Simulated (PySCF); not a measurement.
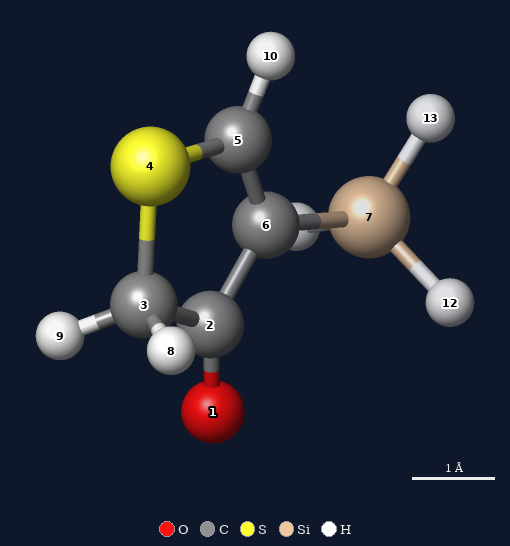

**Figure 1.** The structure as given in the input (ball-and-stick view, seen at a tilt; atoms are numbered from 1 in the order of the input).

**NMR shielding calculation of C₄H₆OSSi**

The run: NMR shielding calculation of C₄H₆OSSi. Method and program: GIAO PBE0/pcSseg-1 NMR shielding, non-relativistic, gas phase (PySCF 2.14.0).

The geometry comes from this level: GFN2-xTB, MD frame at 1599 fs, 250 K. Figures and captions count atoms from 1; the log counts them from 0 in places.

### Input
```
{"job": {"kind": "nmr", "xc": "PBE0", "basis": "pcSseg-1", "pop": false}, "charge": 0, "multiplicity": 1}
O     -1.414739    -1.621077     0.193429
C     -0.668965    -0.721976    -0.108119
C     -0.891044     0.698764     0.364741
S      0.315407     1.803945    -0.331142
C      1.066073     0.438878    -1.160611
C      0.523300    -0.786823    -0.946820
Si     1.258741    -2.439933    -1.642322
H     -0.797138     0.845415     1.468747
H     -1.954036     0.977947     0.158073
H      2.037159     0.806527    -1.579552
H      0.266689    -2.749975    -2.654038
H      1.430886    -3.330003    -0.479570
H      2.615448    -2.187635    -2.072512
```

The first line tells a small driver script what to run in PySCF; the rest is the geometry in Å.

Machine: 1 CPU thread, shared host.

Launched with:
```bash
OMP_NUM_THREADS=1 python <driver script> task.json out
```

### What the program printed
```
coarse grid: 12400 points
cycle   1  E = -918.1487044525  dE =  1.036e+00  |g| = 7.826e-01  |ddm| = 3.539e+00
cycle   2  E = -917.4945679543  dE =  6.541e-01  |g| = 1.888e+00  |ddm| = 3.381e+00
cycle   3  E = -918.2694408684  dE = -7.749e-01  |g| = 1.626e-01  |ddm| = 2.832e+00
cycle   4  E = -918.2744289957  dE = -4.988e-03  |g| = 1.028e-01  |ddm| = 3.033e-01
cycle   5  E = -918.2770259993  dE = -2.597e-03  |g| = 2.944e-02  |ddm| = 1.179e-01
cycle   6  E = -918.2772153597  dE = -1.894e-04  |g| = 1.006e-02  |ddm| = 3.238e-02
cycle   7  E = -918.2772393582  dE = -2.400e-05  |g| = 3.468e-03  |ddm| = 1.222e-02
cycle   8  E = -918.2772417465  dE = -2.388e-06  |g| = 1.427e-03  |ddm| = 5.013e-03
final grid: 111944 points
cycle   9  E = -918.3313202291  dE = -6.225e-07  |g| = 1.217e-02  |ddm| = 2.554e-02
cycle  10  E = -918.3312228964  dE =  9.733e-05  |g| = 2.527e-02  |ddm| = 3.314e-02
cycle  11  E = -918.3313488771  dE = -1.260e-04  |g| = 1.651e-03  |ddm| = 2.426e-02
cycle  12  E = -918.3313494678  dE = -5.907e-07  |g| = 2.752e-04  |ddm| = 1.957e-03
cycle  13  E = -918.3313494857  dE = -1.791e-08  |g| = 1.201e-04  |ddm| = 4.941e-04
cycle  14  E = -918.3313494894  dE = -3.648e-09  |g| = 3.998e-05  |ddm| = 1.672e-04
cycle  15  E = -918.3313494898  dE = -3.681e-10  |g| = 1.219e-05  |ddm| = 4.655e-05
```

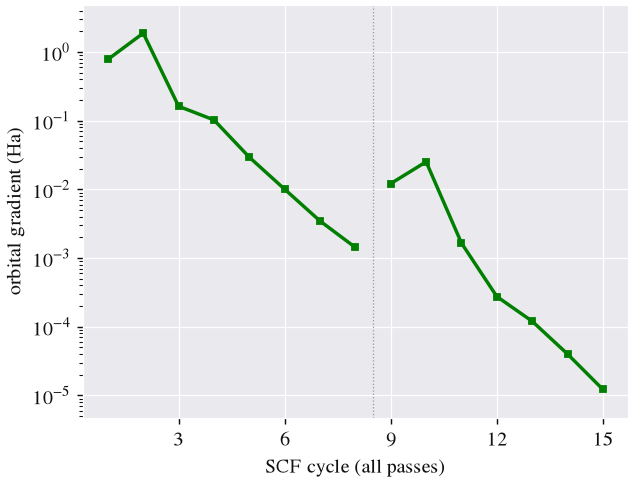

**Figure 2.** Convergence of the self-consistent field: orbital gradient against the SCF cycle. The dotted line marks the change from a coarse to the final integration grid. The first 8 cycles use a coarse grid, the final grid takes over at cycle 9, and the field converges after 15 cycles in all.

```
converged SCF energy = -918.3313494898

GIAO shielding tensors (ppm)
atom      isotropic    diamagn.    paramagn.     s11        s22        s33       span
  0 O     -251.988     398.779    -650.767   -768.983   -345.988    359.007   1127.990
  1 C      -17.693     245.907    -263.600    -93.689     -7.253     47.864    141.554
  2 C      144.917     255.692    -110.775    129.513    136.090    169.147     39.634
  3 S      390.554    1056.631    -666.077    127.066    442.118    602.478    475.413
  4 C       -0.560     260.394    -260.955   -117.458    -12.394    128.171    245.629
  5 C       55.871     260.369    -204.498    -29.385     35.206    161.792    191.177
  6 Si     429.079     879.675    -450.596    385.238    440.096    461.902     76.664
  7 H       27.462      30.024      -2.562     22.132     26.094     34.160     12.028
  8 H       27.725      29.245      -1.520     23.185     26.351     33.640     10.455
  9 H       22.415      30.365      -7.950     19.010     20.703     27.531      8.521
 10 H       27.099      27.552      -0.453     23.688     25.257     32.352      8.663
 11 H       27.111      28.065      -0.954     23.806     25.752     31.775      7.969
 12 H       27.743      28.475      -0.733     24.188     26.884     32.157      7.968
```

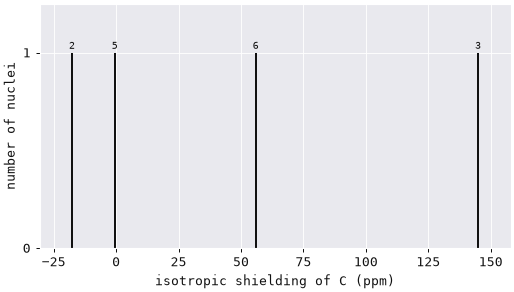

**Figure 3.** Isotropic shieldings of the carbon nuclei in this fixed geometry, labelled by atom number; shielding grows to the right, so chemical shift grows to the left. The least shielded is C2 (−17.7 ppm), the most shielded C3 (144.9 ppm).

### Summary

- outcome: converged
- total energy: −918.331349 hartree
- HOMO: −6.81 eV
- LUMO: −1.78 eV
- dipole moment: 2.40 D
- isotropic shielding, O: −252.0 ppm
- isotropic shielding, C: −17.7 to 144.9 ppm
- isotropic shielding, S: 390.6 ppm
- isotropic shielding, Si: 429.1 ppm
- isotropic shielding, H: 22.4 to 27.7 ppm
- wall time: 29 s
- peak memory: 0.74 GiB
